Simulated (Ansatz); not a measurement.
**Geometry relaxation of TaSiH₅Cl₃OF (part 2 of 2)**

The same run, continued: TaSiH₅Cl₃OF; RHF/def2-SVP (Ansatz 0.2.0). The input holds or restrains some coordinates. Forces given for the steps count only the free coordinates. It belongs to a series of runs on one base structure; here: pulled along the bonds that form and break, towards end B.

Geometry of the input (Å):
```
Ta 0.0000  0.0000  0.0000
O  2.3700  0.0000  0.0000
H  2.7071  -0.5308  0.7903
F  0.0000  0.0000  1.9300
Cl 0.0000  0.0000  -2.4700
Cl -1.2350  2.1390  0.0000
Cl -1.2350  -2.1390  0.0000
Si 0.9018  -2.3621  -1.3367
H  0.5766  -3.5337  -0.5285
H  0.2427  -2.4692  -2.6350
H  2.3472  -2.2910  -1.5299
H  2.1509  -1.1740  -0.6643
```

Trajectory as extended XYZ, continued
```
12
Properties=species:S:1:pos:R:3:forces:R:3 step=7 energy=-51716.61896
Ta   -0.4638   -0.3518   -0.1951   -0.3743   1.0027   0.8000
O     2.7172   -0.0175    0.0606   -0.2482  -1.4353  -0.6501
H     2.8516   -0.4422    0.9047    0.0002   0.3787  -0.2371
F     0.2540   -0.2693    1.5265    0.1084  -0.3928  -0.5476
Cl   -0.0464    0.2770   -2.4582   -0.0175   0.0726   0.0889
Cl   -1.1975    1.9204   -0.0239   -0.0118  -0.1700   0.1044
Cl   -2.0232   -1.9925    0.0938   -0.3723   0.5083  -0.1072
Si    0.8278   -2.3589   -1.2484    0.2786  -1.3300  -0.6992
H     0.6600   -3.5988   -0.4473    0.1785   0.0567   0.1569
H     0.1371   -2.5836   -2.5468    0.0901  -0.1251   0.2292
H     2.2657   -2.2058   -1.5280    0.2019   0.1116  -0.0472
H     2.8439   -0.7377   -0.5820    0.1663   1.3227   0.9090
12
Properties=species:S:1:pos:R:3:forces:R:3 step=8 energy=-51716.83494
Ta   -0.4762   -0.3688   -0.2079   -0.4585   0.7878   0.5474
O     2.7068   -0.0116    0.0051   -0.1176  -1.3445  -0.4312
H     2.8508   -0.3534    0.8849   -0.0211   0.3172  -0.3164
F     0.2865   -0.4013    1.4890    0.1110  -0.2881  -0.2399
Cl   -0.0609    0.2869   -2.4494   -0.0179   0.0456  -0.0321
Cl   -1.1629    1.8923    0.0523    0.0267   0.0871   0.1441
Cl   -2.1641   -1.8809    0.0061   -0.2073   0.3398  -0.0906
Si    0.8399   -2.3704   -1.2328    0.2571  -1.1970  -0.5834
H     0.7074   -3.5845   -0.3828    0.1755   0.0572   0.0985
H     0.1490   -2.6488   -2.5184    0.1063  -0.1201   0.1500
H     2.2716   -2.1489   -1.5126    0.0946  -0.0582  -0.0948
H     2.8785   -0.7713   -0.5776    0.0510   1.3732   0.8485
12
Properties=species:S:1:pos:R:3:forces:R:3 step=9 energy=-51717.00125
Ta   -0.4953   -0.3903   -0.2350   -0.4796   0.8319   0.6098
O     2.6804    0.0249    0.0036   -0.0131  -1.2287  -0.2916
H     2.8884   -0.2860    0.8851   -0.1435   0.3016  -0.5155
F     0.3219   -0.5452    1.4339   -0.1317  -0.2078  -0.2151
Cl   -0.0863    0.2873   -2.4619   -0.0588   0.0062  -0.0138
Cl   -1.0888    1.8838    0.1371    0.1532   0.0195   0.1330
Cl   -2.3056   -1.7660   -0.0734    0.0441   0.2751  -0.0905
Si    0.8509   -2.3877   -1.2206    0.3526  -1.2206  -0.5164
H     0.7656   -3.5725   -0.3189    0.1191   0.1061   0.0441
H     0.1634   -2.7299   -2.4895    0.0614  -0.1090   0.0780
H     2.2785   -2.1454   -1.5286    0.0071  -0.0234  -0.0447
H     2.8529   -0.7339   -0.5758    0.0892   1.2491   0.8228
12
Properties=species:S:1:pos:R:3:forces:R:3 step=10 energy=-51717.14146
Ta   -0.5222   -0.4133   -0.2580   -0.4728   1.0565   0.5596
O     2.6472    0.0489   -0.0494    0.0655  -1.2959  -0.0138
H     2.8399   -0.1835    0.8633   -0.1498   0.2481  -0.7526
F     0.2983   -0.7093    1.3983   -0.2118  -0.1101  -0.1963
Cl   -0.1425    0.2849   -2.4734   -0.1167  -0.0333   0.0024
Cl   -0.9344    1.8882    0.2540    0.2700  -0.2674   0.0684
Cl   -2.4340   -1.6575   -0.1661    0.2087   0.2156  -0.0658
Si    0.8703   -2.3958   -1.2036    0.5172  -1.2336  -0.4702
H     0.8418   -3.5420   -0.2441    0.0534   0.1599  -0.0274
H     0.1943   -2.8135   -2.4549    0.0201  -0.0922   0.0531
H     2.2944   -2.1281   -1.5388   -0.1465  -0.0239  -0.0125
H     2.8731   -0.7397   -0.5713   -0.0375   1.3762   0.8552
12
Properties=species:S:1:pos:R:3:forces:R:3 step=11 energy=-51717.24461
Ta   -0.5415   -0.4298   -0.2879   -0.2621   1.3602   0.6151
O     2.6147    0.0818   -0.0454    0.1007  -1.3421  -0.1055
H     2.8504   -0.1161    0.8646   -0.2079   0.1982  -0.7244
F     0.2507   -0.8094    1.3689   -0.2266  -0.1506  -0.1386
Cl   -0.2194    0.2644   -2.5065   -0.1199  -0.0147   0.0048
Cl   -0.7589    1.8767    0.3371    0.2276  -0.4461  -0.0680
Cl   -2.4929   -1.5997   -0.2297    0.0908   0.0994  -0.0312
Si    0.8810   -2.4038   -1.2006    0.5647  -1.2288  -0.4265
H     0.8873   -3.5122   -0.1980    0.0222   0.1614  -0.0548
H     0.2084   -2.8783   -2.4334    0.0047  -0.0712   0.0486
H     2.2981   -2.1216   -1.5569   -0.1591   0.0265   0.0048
H     2.8484   -0.7127   -0.5563   -0.0353   1.4078   0.8755
12
Properties=species:S:1:pos:R:3:forces:R:3 step=12 energy=-51717.34496
Ta   -0.5543   -0.4378   -0.3082   -0.0312   1.4769   0.6185
O     2.5968    0.0976   -0.0636   -0.0157  -1.2754  -0.2940
H     2.7996   -0.0586    0.8560   -0.0806   0.1171  -0.3967
F     0.1802   -0.9286    1.3522   -0.1785  -0.0739  -0.1097
Cl   -0.3153    0.2568   -2.5324   -0.0839  -0.0391  -0.0265
Cl   -0.5720    1.8549    0.3863    0.1436  -0.5226  -0.1016
Cl   -2.5354   -1.5437   -0.2770   -0.0770  -0.0045  -0.0043
Si    0.8990   -2.4001   -1.1934    0.5103  -1.1862  -0.4634
H     0.9381   -3.4686   -0.1523    0.0195   0.1450  -0.0610
H     0.2249   -2.9319   -2.4033    0.0115  -0.0421   0.0588
H     2.3021   -2.0909   -1.5745   -0.1442   0.0245  -0.0064
H     2.8625   -0.7099   -0.5340   -0.0737   1.3802   0.7864
12
Properties=species:S:1:pos:R:3:forces:R:3 step=13 energy=-51717.42525
Ta   -0.5719   -0.4381   -0.3366    0.2011   1.2466   0.7775
O     2.5723    0.0975   -0.0467    0.0954  -1.3380  -0.3694
H     2.8360    0.0192    0.8653   -0.1214   0.0920  -0.2803
F     0.0821   -1.0339    1.3336   -0.2085  -0.0126  -0.2409
Cl   -0.4201    0.2083   -2.5837   -0.0573   0.0556   0.0137
Cl   -0.3911    1.8035    0.4315    0.0249  -0.3733  -0.1909
Cl   -2.5847   -1.4835   -0.3085   -0.1877  -0.0532   0.0025
Si    0.9131   -2.3848   -1.2032    0.3913  -1.1713  -0.4253
H     0.9932   -3.3996   -0.1160    0.0526   0.0999  -0.0742
H     0.2295   -2.9887   -2.3768    0.0292   0.0097   0.0931
H     2.2933   -2.0427   -1.6236   -0.0902   0.0447  -0.0279
H     2.8748   -0.7181   -0.4793   -0.1292   1.3997   0.7220
12
Properties=species:S:1:pos:R:3:forces:R:3 step=14 energy=-51717.46102
Ta   -0.5891   -0.4522   -0.3555    0.1652   1.0471   0.8292
O     2.5610    0.0457   -0.0559    0.6127  -1.7517   0.3753
H     2.8174    0.1218    0.8701   -0.2814   0.0197  -0.8907
F    -0.0562   -1.1666    1.3251   -0.1925   0.2651  -0.4430
Cl   -0.5438    0.2519   -2.5972    0.0162  -0.1887   0.0623
Cl   -0.2144    1.7522    0.3845   -0.0497  -0.2452   0.0486
Cl   -2.6577   -1.4005   -0.3327   -0.1770  -0.0498  -0.0188
Si    0.9393   -2.3728   -1.2002    0.4307  -1.1083  -0.6389
H     1.1553   -3.3376   -0.0828    0.0226   0.1797  -0.1388
H     0.2142   -3.0623   -2.3077    0.0722   0.0492   0.1666
H     2.2576   -1.9362   -1.7293   -0.1754  -0.0546  -0.0102
H     2.9426   -0.8043   -0.3625   -0.4438   1.8377   0.6584
12
Properties=species:S:1:pos:R:3:forces:R:3 step=15 energy=-51717.53261
Ta   -0.6048   -0.4395   -0.3608    0.0501   0.8823   0.4645
O     2.5546   -0.0362   -0.0059    0.5844  -1.4727   0.1995
H     2.8235    0.1127    0.9023   -0.2315  -0.0394  -0.6168
F    -0.1148   -1.1636    1.3129   -0.0877   0.1094  -0.1186
Cl   -0.5481    0.2184   -2.6189   -0.0078  -0.1028   0.0497
Cl   -0.2057    1.7505    0.3748   -0.0021  -0.0969   0.0470
Cl   -2.6848   -1.3686   -0.3506   -0.2007  -0.0469  -0.0212
Si    0.9481   -2.3343   -1.2186    0.4954  -1.1039  -0.6253
H     1.3271   -3.2362   -0.0915   -0.0128   0.1968  -0.1092
H     0.1649   -3.1235   -2.2126    0.0193   0.0611   0.1411
H     2.1833   -1.8689   -1.9013   -0.1532   0.0134   0.0617
H     2.9831   -0.8715   -0.2739   -0.4536   1.5996   0.5275
12
Properties=species:S:1:pos:R:3:forces:R:3 step=16 energy=-51717.57149
Ta   -0.6087   -0.4427   -0.3687   -0.2575   0.8990   0.2274
O     2.5597   -0.1020    0.0237    0.3659  -1.1769  -0.1598
H     2.7917    0.0377    0.9356   -0.0783   0.0004  -0.2123
F    -0.1657   -1.1565    1.3105    0.0083  -0.1040   0.1107
Cl   -0.5542    0.1704   -2.6398   -0.0170   0.0127   0.0002
Cl   -0.1806    1.7323    0.3792    0.0285  -0.0102  -0.0229
Cl   -2.7167   -1.3305   -0.3803   -0.0953  -0.0343   0.0041
Si    0.9669   -2.3076   -1.2425    0.5113  -0.9770  -0.3883
H     1.4676   -3.1001   -0.0697   -0.0502   0.1615  -0.3414
H     0.1250   -3.1826   -2.1215    0.2084   0.1280   0.1914
H     2.1213   -1.7688   -2.0202   -0.2592  -0.1796   0.1028
H     3.0200   -0.9103   -0.2503   -0.3650   1.2804   0.4881
12
Properties=species:S:1:pos:R:3:forces:R:3 step=17 energy=-51717.58691
Ta   -0.6349   -0.4270   -0.3874   -0.1898   0.8359   0.3051
O     2.5362   -0.1816    0.0684    0.5131  -1.0812  -0.4495
H     2.7711    0.0047    0.9665   -0.0304   0.0195   0.0425
F    -0.2184   -1.1695    1.2884   -0.0338  -0.0627   0.0819
Cl   -0.5964    0.1765   -2.6616   -0.0102  -0.0158   0.0482
Cl   -0.1463    1.7375    0.3622   -0.0268  -0.1222  -0.0502
Cl   -2.7590   -1.2980   -0.4020   -0.0131   0.0035   0.0026
Si    0.9878   -2.2654   -1.2312    0.6248  -1.1747  -0.5554
H     1.6431   -3.0243   -0.1077   -0.2452   0.2834  -0.2919
H     0.1193   -3.2198   -2.0014    0.1796   0.1868   0.1776
H     2.0553   -1.7465   -2.1404   -0.2752  -0.0903   0.1992
H     3.0685   -0.9473   -0.1981   -0.4931   1.2179   0.4897
12
Properties=species:S:1:pos:R:3:forces:R:3 step=18 energy=-51717.57672
Ta   -0.6141   -0.4226   -0.3776   -0.3609   0.6437   0.2986
O     2.5626   -0.1794    0.0167    0.7626  -1.4928   0.3657
H     2.6683    0.0308    0.9455   -0.0487  -0.0812  -0.5807
F    -0.2240   -1.1944    1.2978    0.0462   0.0188  -0.0552
Cl   -0.5941    0.1761   -2.6504   -0.0317   0.0350   0.0030
Cl   -0.1148    1.7317    0.3782    0.0323  -0.0467  -0.0015
Cl   -2.7430   -1.2862   -0.3914   -0.0036   0.0242  -0.0133
Si    0.9931   -2.2555   -1.2579    0.5389  -1.0605  -0.4510
H     1.6458   -2.9534   -0.1087   -0.0884   0.1020  -0.1956
H     0.1432   -3.2460   -1.9873    0.0552   0.1401   0.1248
H     2.0368   -1.7518   -2.1878   -0.1533  -0.0263   0.1360
H     3.0666   -1.0102   -0.1214   -0.7486   1.7437   0.3693
12
Properties=species:S:1:pos:R:3:forces:R:3 step=19 energy=-51717.59840
Ta   -0.6137   -0.4368   -0.3940   -0.2706   0.7442   0.3976
O     2.5544   -0.1698    0.0486    0.5651  -1.1504   0.2839
H     2.7420    0.0984    0.9480   -0.1469  -0.1322  -0.5276
F    -0.2022   -1.2031    1.2775   -0.0322  -0.0354  -0.0074
Cl   -0.6111    0.1870   -2.6591    0.0074  -0.0044  -0.0075
Cl   -0.0985    1.7075    0.3741   -0.0111   0.0148  -0.0079
Cl   -2.7461   -1.2891   -0.4023   -0.0267  -0.0102   0.0122
Si    0.9924   -2.2756   -1.2608    0.3826  -0.8848  -0.4927
H     1.6455   -2.9786   -0.1228   -0.0438   0.0708  -0.1244
H     0.1183   -3.2416   -1.9857    0.0772   0.0481   0.0640
H     2.0214   -1.7480   -2.1872   -0.0630  -0.0532   0.0775
H     3.0237   -1.0111   -0.0805   -0.4380   1.3926   0.3323
12
Properties=species:S:1:pos:R:3:forces:R:3 step=20 energy=-51717.60471
Ta   -0.6112   -0.4340   -0.3907   -0.3385   0.6823   0.3118
O     2.5658   -0.1996    0.0227    0.4321  -0.9503   0.5031
H     2.6953    0.1313    0.9125   -0.0749  -0.2015  -0.5742
F    -0.2038   -1.2082    1.2768    0.0006  -0.0381   0.0348
Cl   -0.6109    0.1907   -2.6558    0.0000  -0.0008   0.0026
Cl   -0.0916    1.7082    0.3809    0.0256   0.0141   0.0027
Cl   -2.7475   -1.2817   -0.3968    0.0039   0.0027   0.0057
Si    0.9977   -2.2678   -1.2650    0.4244  -0.8632  -0.5391
H     1.6754   -2.9648   -0.1385   -0.0704   0.0599  -0.0924
H     0.1206   -3.2442   -1.9729    0.0743   0.0552   0.0622
H     2.0148   -1.7359   -2.2023   -0.0970  -0.0697   0.0686
H     3.0216   -1.0548   -0.0150   -0.3802   1.3095   0.2141
12
Properties=species:S:1:pos:R:3:forces:R:3 step=21 energy=-51717.61476
Ta   -0.6057   -0.4443   -0.3985   -0.2864   0.7481   0.4560
O     2.5687   -0.2208    0.0258    0.2632  -1.3335   0.0548
H     2.7229    0.2300    0.8404   -0.0274   0.2259   0.1664
F    -0.2103   -1.2428    1.2629    0.0095  -0.0407  -0.0276
Cl   -0.6242    0.2011   -2.6541   -0.0001   0.0098  -0.0366
Cl   -0.0498    1.6809    0.3983   -0.0165   0.0084  -0.0183
Cl   -2.7572   -1.2540   -0.3912   -0.0081  -0.0251  -0.0141
Si    1.0098   -2.2628   -1.2927    0.3476  -0.8340  -0.4996
H     1.7226   -2.9269   -0.1755   -0.0128   0.0056  -0.0060
H     0.1329   -3.2678   -1.9454   -0.0272  -0.0166   0.0003
H     1.9828   -1.7447   -2.2707    0.0108   0.0130   0.0014
H     2.9338   -1.1085    0.1565   -0.2527   1.2392  -0.0769
12
Properties=species:S:1:pos:R:3:forces:R:3 step=22 energy=-51717.61808
Ta   -0.6029   -0.4409   -0.3988   -0.2791   0.6961   0.4343
O     2.5714   -0.2256    0.0276    0.1931  -1.2559   0.0340
H     2.7180    0.2370    0.8367   -0.0131   0.2083   0.1736
F    -0.1962   -1.2427    1.2590   -0.0073  -0.0240  -0.0302
Cl   -0.6219    0.2029   -2.6557   -0.0037   0.0106  -0.0195
Cl   -0.0497    1.6848    0.3976   -0.0089   0.0183  -0.0128
Cl   -2.7503   -1.2613   -0.3906   -0.0055  -0.0147  -0.0077
Si    1.0082   -2.2621   -1.2956    0.3496  -0.8214  -0.5079
H     1.7236   -2.9241   -0.1791   -0.0137   0.0008  -0.0048
H     0.1273   -3.2674   -1.9431   -0.0202  -0.0103   0.0025
H     1.9790   -1.7456   -2.2766    0.0090   0.0085  -0.0010
H     2.9199   -1.1158    0.1745   -0.2001   1.1835  -0.0606
12
Properties=species:S:1:pos:R:3:forces:R:3 step=23 energy=-51717.56511 accepted=F
Ta   -0.5857   -0.4415   -0.4001   -0.3056   0.6262   0.3990
O     2.5925   -0.2522    0.0175    0.3616  -2.1104   1.1597
H     2.6998    0.3321    0.7666   -0.0392  -0.3389  -0.3838
F    -0.1650   -1.2690    1.2437   -0.0063   0.0143  -0.0369
Cl   -0.6206    0.2187   -2.6524   -0.0048   0.0080   0.0012
Cl   -0.0201    1.6771    0.4088    0.0032   0.0314   0.0065
Cl   -2.7339   -1.2611   -0.3847    0.0036  -0.0042  -0.0038
Si    1.0132   -2.2623   -1.3194    0.3509  -0.7464  -0.5164
H     1.7500   -2.9069   -0.2110    0.0092  -0.0430   0.0350
H     0.1172   -3.2772   -1.9268   -0.0374  -0.0224  -0.0168
H     1.9554   -1.7500   -2.3253    0.0339   0.0047  -0.0417
H     2.8235   -1.1686    0.3391   -0.3691   2.5807  -0.6021
12
Properties=species:S:1:pos:R:3:forces:R:3 step=24 energy=-51717.61998
Ta   -0.5952   -0.4444   -0.3877   -0.3420   0.6431   0.3221
O     2.5834   -0.2222   -0.0034    0.0763  -1.1772   0.1996
H     2.7265    0.3074    0.7677    0.0087   0.0289   0.0443
F    -0.1937   -1.2792    1.2544   -0.0026   0.0174   0.0110
Cl   -0.6008    0.2177   -2.6416   -0.0001   0.0045   0.0180
Cl   -0.0441    1.6754    0.4308    0.0017   0.0019   0.0072
Cl   -2.7435   -1.2701   -0.4047    0.0410   0.0180   0.0030
Si    1.0057   -2.2703   -1.2919    0.3218  -0.7799  -0.5692
H     1.6929   -2.9464   -0.1685    0.0247  -0.0073   0.0155
H     0.1147   -3.2556   -1.9570   -0.0084  -0.0120   0.0157
H     1.9937   -1.7580   -2.2573    0.0007  -0.0056  -0.0050
H     2.8865   -1.1151    0.2151   -0.1219   1.2682  -0.0623
```

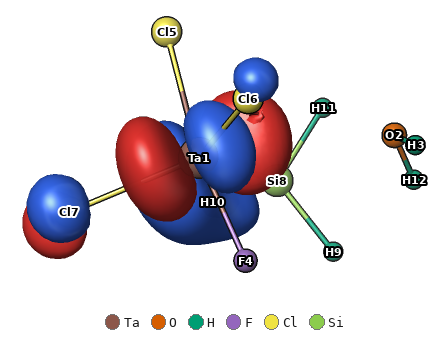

The LUMO at ±0.15 Å⁻³ᐟ² (blue and red are the two phases), seen from the side. Its weight (Hirshfeld) is mainly on Ta1 (60 %), Cl7 (10 %) and Si8 (10 %). Its energy is 0.36 eV.

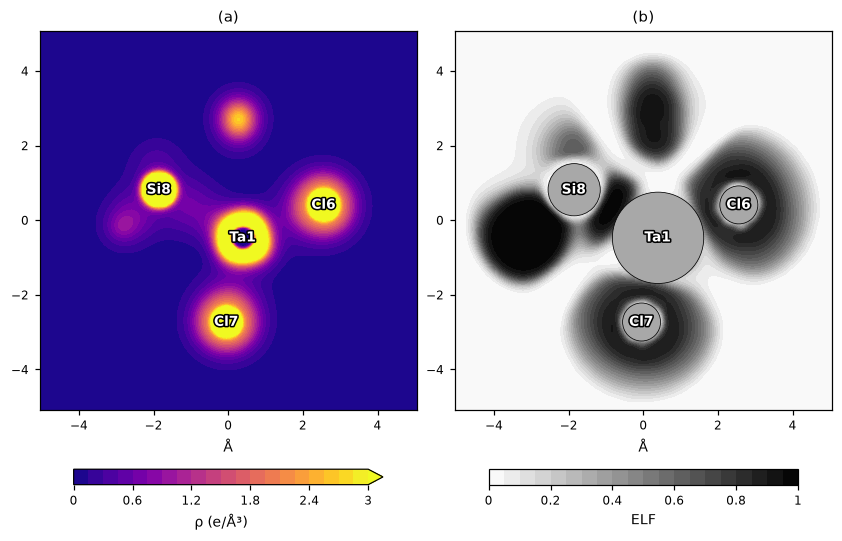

(a) electron density; (b) ELF on the plane of atoms Cl6, Ta1 and Si8. Grey discs, where drawn, cover atomic cores. Atoms in the plane: Ta, Cl and Si. Ta–Cl (2.30 Å): ρ at the midpoint is about 0.67 e/Å³; the ELF peaks at about 0.85 in the valence shell of Cl, 0.8 Å from its nucleus, and is about 0.40 at the midpoint. Ta–Cl (2.34 Å): ρ at the midpoint is about 0.62 e/Å³; the ELF peaks at about 0.85 in the valence shell of Cl, 0.8 Å from its nucleus, and is about 0.45 at the midpoint.

Results in brief

```tsv
quantity	value
outcome	converged under the restraints of the input
total energy	−51717.6200 eV
mean-field energy	−51717.6200 eV
largest force (length of the vector) at the end, held atoms and coordinates included	1.276 eV/Å
wall time	74 s (CPU time 4.4 min)
peak memory	0.52 GiB
```
